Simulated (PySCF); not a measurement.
**WOI₂: relaxation and vibrations of the singlet**

Where does singlet WOI₂ go from a PBE0 minimum start, is the end point a minimum, and what are its modes, charges and moments?

Method: PBE0, basis W def2-SVP with ECP60, O def2-SVP, I def2-SVP with ECP28, scalar-relativistic core potentials, no spin–orbit coupling, density fitting; program: PySCF 2.14.0.

### Step 1. The system as given

4 atoms, charge 0, spin multiplicity 1.

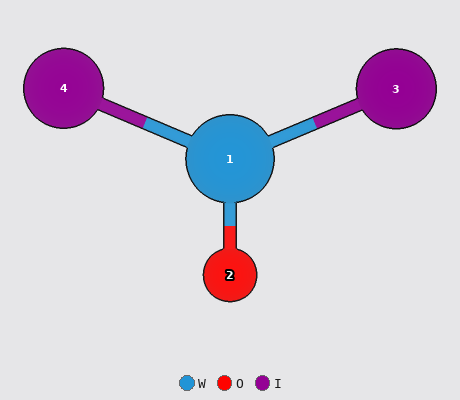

As it starts; tungsten blue, oxygen red, iodine purple; atoms are numbered from 1 in the order of the file.

```xyz
4
charge 0 multiplicity 1
W     0.0000    0.0000    0.5055
O     0.0000    0.0000    2.1723
I    -2.3806    0.0000   -0.5033
I     2.3806    0.0000   -0.5033
```

### Step 2. First SCF at the start

The steps below are one call of a driver around PySCF. For each, scf.py gives the equivalent set-up of the SCF; relaxations use the driver's own optimiser. After this first run the driver tries any further starts and a stability analysis.

scf.py

```python
from pyscf import gto, scf, dft
mol = gto.M(atom='''
W     -0.000000     0.000000     0.505510
O     -0.000000     0.000000     2.172330
I     -2.380600     0.000000    -0.503270
I      2.380600     0.000000    -0.503270''',
    basis={'W': 'def2-SVP', 'O': 'def2-SVP', 'I': 'def2-SVP'},
    ecp={'W': 'def2-SVP', 'I': 'def2-SVP'},
    charge=0, spin=0)
mf = dft.RKS(mol, xc='PBE0')
mf.grids.atom_grid = (50, 194)
aux = {'W': 'def2-universal-JKFIT', 'O': 'def2-universal-JKFIT', 'I': 'def2-universal-JKFIT'}
mf = mf.density_fit(auxbasis=aux)
mf.conv_tol = 1e-08
mf.diis_space = 10
mf.max_cycle = 60
mf.init_guess = 'huckel'
mf.verbose = 4
mf.kernel()
```

On the command line:

```console
$ OMP_NUM_THREADS=2 python axn.py task.json out
```

Standard output, cut to the lines that bear on the results:

```text
[... the frontier levels of the middle cycles are left out ...]
init E= -735.952353356919
  HOMO = -0.33279730895709  LUMO = -0.328617735348366  gap/eV = 0.11373
cycle= 1 E= -725.191487155379  delta_E= 10.8  |g|= 5.71  |ddm|= 7.65
  HOMO = 0.0183436554897831  LUMO = 0.126167017454875  gap/eV = 2.93402
cycle= 2 E= -690.554047565194  delta_E= 34.6  |g|= 8.43  |ddm|= 17.6
  HOMO = -0.204864312753607  LUMO = -0.202947661683468  gap/eV = 0.05215
cycle= 3 E= -737.007869423612  delta_E= -46.5  |g|=  1.8  |ddm|=   16
cycle= 4 E= -737.478592916711  delta_E= -0.471  |g|= 0.907  |ddm|= 1.85
cycle= 5 E= -737.495389460831  delta_E= -0.0168  |g|= 0.826  |ddm|= 1.73
cycle= 6 E= -737.677202644332  delta_E= -0.182  |g|= 0.202  |ddm|= 0.97
cycle= 7 E= -737.684707509236  delta_E= -0.0075  |g|= 0.0806  |ddm|= 0.156
cycle= 8 E= -737.685988929622  delta_E= -0.00128  |g|= 0.0278  |ddm|= 0.0619
cycle= 9 E= -737.68613695887  delta_E= -0.000148  |g|= 0.00556  |ddm|= 0.0238
cycle= 10 E= -737.686144468085  delta_E= -7.51e-06  |g|= 0.000579  |ddm|= 0.00715
cycle= 11 E= -737.68614453777  delta_E= -6.97e-08  |g|= 0.000155  |ddm|= 0.000596
cycle= 12 E= -737.686144543903  delta_E= -6.13e-09  |g|= 5.93e-05  |ddm|= 0.000181
  HOMO = -0.239950746973022  LUMO = -0.141501968317474  gap/eV = 2.67893
Extra cycle  E= -737.686144536828  delta_E= 7.08e-09  |g|= 0.000192  |ddm|= 0.000204
converged SCF energy = -737.686144536828
```

This step, with its further starts and checks, needed 10 s of wall time on 2 threads of Arm Neoverse V1, shared host.

No lower closed-shell solution turned up in the test of internal stability.

### Step 3. Relaxation: PBE0 minimum start, singlet

The program finds C2v symmetry in the start, which this walk keeps. Threshold on the gradient: 0.0003 Eh/bohr, with a further test on the energy change.

Edit scf.py of step 2 so:

```diff
@@ -3,4 +3,4 @@
-W     -0.000000     0.000000     0.505510
-O     -0.000000     0.000000     2.172330
-I     -2.380600     0.000000    -0.503270
-I      2.380600     0.000000    -0.503270''',
+W      0.000000     0.000000     0.505508
+O      0.000000     0.000000     2.172328
+I     -2.380600     0.000000    -0.503272
+I      2.380600     0.000000    -0.503272''',
@@ -17 +16,0 @@
-mf.init_guess = 'huckel'
```

The optimiser's trace:

```tsv
step	energy (Eh)	change (kJ/mol)	largest symmetric gradient (Eh/bohr)
0	-737.686145	0.00	0.00016
```

The walk took 9.8 s.

Geometry (Å) and forces (eV/Å) at some steps:

```
step 0
W    0.000   0.000   0.506   0.000   0.000   0.005
O    0.000   0.000   2.172   0.000   0.000   0.008
I   -2.381   0.000  -0.503   0.002   0.000  -0.007
I    2.381   0.000  -0.503  -0.002   0.000  -0.007
```

It settles in C2v symmetry, 0.0 kJ/mol below the start, after 0 steps: W–I 2.586 Å (×2), W–O 1.667 Å; I–W–I 134.1°, I–W–O 113.0° (×2).

### Step 4. Frequencies

On the finer grid the gradient is checked again; gradients at displacements of ±0.02 bohr then give force constants and infrared intensities.

Edit scf.py of step 3 so:

```diff
@@ -11 +11 @@
-mf.grids.atom_grid = (50, 194)
+mf.grids.atom_grid = (75, 302)
@@ -14 +14 @@
-mf.conv_tol = 1e-08
+mf.conv_tol = 1e-10
```

This SCF starts from the last density.

Log of the central SCF (cycles and frontier levels):

```text
init E= -737.686381554598
  HOMO = -0.23997976057171  LUMO = -0.141483761996884  gap/eV = 2.68021
cycle= 1 E= -737.686381554541  delta_E= 5.73e-11  |g|= 1.61e-05  |ddm|= 2.07e-05
  HOMO = -0.239974676405058  LUMO = -0.141479182790935  gap/eV = 2.68020
cycle= 2 E= -737.686381553927  delta_E= 6.13e-10  |g|= 5.47e-05  |ddm|= 6.06e-05
  HOMO = -0.239978069653507  LUMO = -0.141482234653758  gap/eV = 2.68021
cycle= 3 E= -737.686381554604  delta_E= -6.76e-10  |g|= 3.64e-06  |ddm|= 4.35e-05
  HOMO = -0.23997841291704  LUMO = -0.141482516299813  gap/eV = 2.68021
cycle= 4 E= -737.686381554608  delta_E= -4.09e-12  |g|= 2.33e-07  |ddm|= 4.48e-06
  HOMO = -0.239978421700485  LUMO = -0.14148253649326  gap/eV = 2.68021
Extra cycle  E= -737.686381554603  delta_E= 5e-12  |g|= 4.15e-07  |ddm|= 7.49e-07
converged SCF energy = -737.686381554603
```

The whole step took 2.1 min.

Geometry: C2v; W–I 2.586 Å (×2), W–O 1.667 Å; I–W–I 134.1°, I–W–O 113.0° (×2).

Modes, for the most abundant isotopes:

| symmetry | ω (cm⁻¹) | IR (km/mol) | μ (u) | type |
| --- | --- | --- | --- | --- |
| a1 | 54 | 0.0 | 113.49 | bend |
| b1 | 63 | 1.9 | 26.54 | bend |
| b2 | 182 | 7.4 | 23.21 | bend |
| a1 | 191 | 2.0 | 122.20 | stretch |
| b2 | 281 | 30.5 | 46.56 | mixed |
| a1 | 1084 | 130 | 17.27 | stretch |

Every mode is real; the point is a minimum.

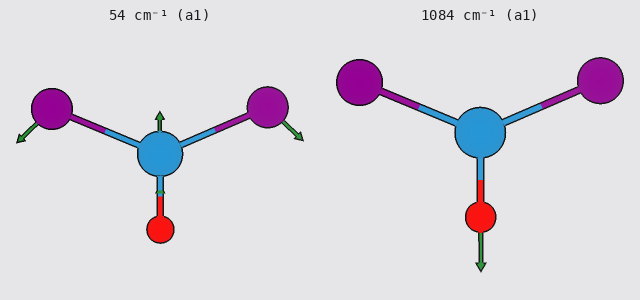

Displacements of 2 of the modes, as arrows (one member where a mode is degenerate).

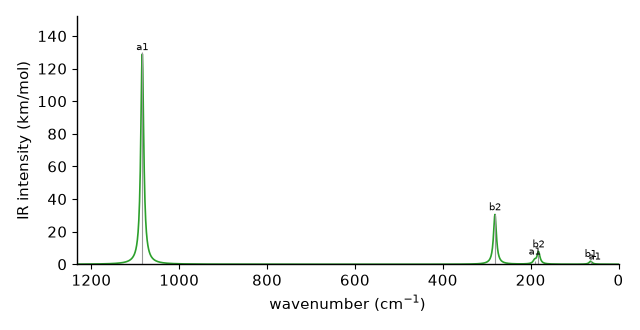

The harmonic infrared spectrum (widths in cm⁻¹). Lines are broadened to a width of 8 cm⁻¹ (Lorentzian).

Constants and moments:

| Property | Result |
| --- | --- |
| Dipole moment | 1.72 D |
| Highest occupied level | -6.53 eV |
| Lowest empty level | -3.85 eV |
| Rotational constants | 0.09026, 0.01172, 0.01037 cm⁻¹ |
| Zero-point energy | 11.1 kJ/mol |
| Principal polarisabilities | 71.2, 81.0, 150.8 bohr³ |
| Atomisation energy without zero-point energy | 1294 kJ/mol |
| Principal traceless quadrupole moments about the centre of mass | -5.55, -1.99, 7.55 D Å |
| Entropy at 298.15 K and 1 bar | 373.9 J/(mol K) |
| Heat capacity Cp at 298.15 K | 73.7 J/(mol K) |
| Enthalpy at 298.15 K above 0 K | 18.50 kJ/mol |
| Rotational symmetry number | 2 |

Charges (e) and bond orders:

```tsv
atom	Mulliken	Löwdin	polar tensor	Mayer order to W1
W1	0.54	-0.46	1.26	–
O2	-0.22	-0.03	-0.56	2.32
I3,4	-0.16	0.24	-0.35	1.31
```

Outer orbital energies (eV). occupied: -11.57, -11.00, -9.46, -9.05, -8.75, -8.66, -8.45, -6.53; empty: -3.85, -2.39, -1.85, -1.82.

Mulliken populations on W1 (outside its core potential): s 2.85, p 6.27, d 4.24, f 0.10.

### Step 5. The broken-symmetry singlet

A stability analysis found the closed shell of the lowest minimum unstable towards spin polarisation, so the unrestricted solution is followed.

The program finds C2v symmetry in the start, which may break.

Edit scf.py of step 4 so:

```diff
@@ -10,2 +10,2 @@
-mf = dft.RKS(mol, xc='PBE0')
-mf.grids.atom_grid = (75, 302)
+mf = dft.UKS(mol, xc='PBE0')
+mf.grids.atom_grid = (50, 194)
@@ -14 +14 @@
-mf.conv_tol = 1e-10
+mf.conv_tol = 1e-08
```

Energy and gradient, step by step:

```tsv
step	energy (Eh)	change (kJ/mol)	largest gradient (Eh/bohr)
0	-737.694363	0.00	0.00617
1	-737.694857	-1.30	0.00474
2	-737.695066	-1.85	0.00143
3	-737.695131	-2.02	0.00166
4	-737.695217	-2.24	0.00113
5	-737.695234	-2.29	0.00039
6	-737.695235	-2.29	0.00012
```

The walk took 58 s.

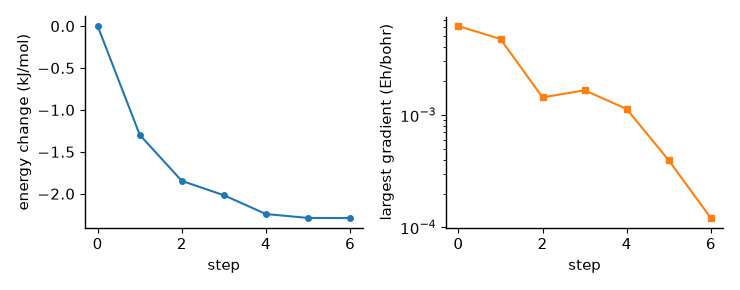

How energy and gradient fall.

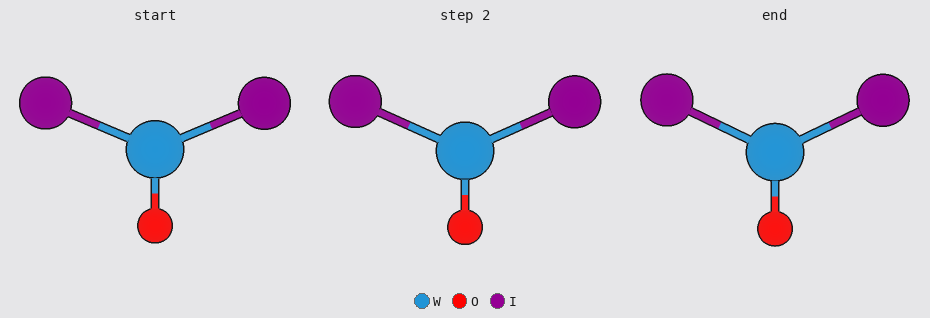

Start and end of the relaxation, with a step between.

End point (C2v, 6 steps, 2.3 kJ/mol gained): W–I 2.612 Å (×2), W–O 1.671 Å; I–W–I 128.4°, I–W–O 115.8° (×2).

### Step 6. Vibrations and properties at this point

The point was taken to the finer grid, but the Hessian ran out of time, so its nature is unknown.

### Step 7. Outcome

| quantity | value |
| --- | --- |
| minimum | singlet, C2v (closed shell, unstable towards spin polarisation) |
| geometry | W–I 2.586 Å (×2), W–O 1.667 Å; I–W–I 134.1°, I–W–O 113.0° (×2) |
| wavenumbers (cm⁻¹) | 54 (a1), 63 (b1), 182 (b2), 191 (a1), 281 (b2), 1084 (a1) |
| dipole moment | 1.72 D |
| highest occupied, lowest empty level | -6.53, -3.85 eV |
| polar-tensor charge of W1 | +1.26 e |
| zero-point energy | 11.1 kJ/mol |

In words: The molecule stays C2v, as typed, and the end point is a minimum. In the infrared the band at 1084 cm⁻¹ (a1, stretch) leads. Only this shape and spin were tried, so other structures or states may lie lower. Spin polarisation would lower this closed shell, so its numbers describe a constrained state. Spin–orbit coupling, left out here, can matter for elements this heavy.

The search up to here needed 4.8 min of wall time on 2 threads of Arm Neoverse V1, shared host.
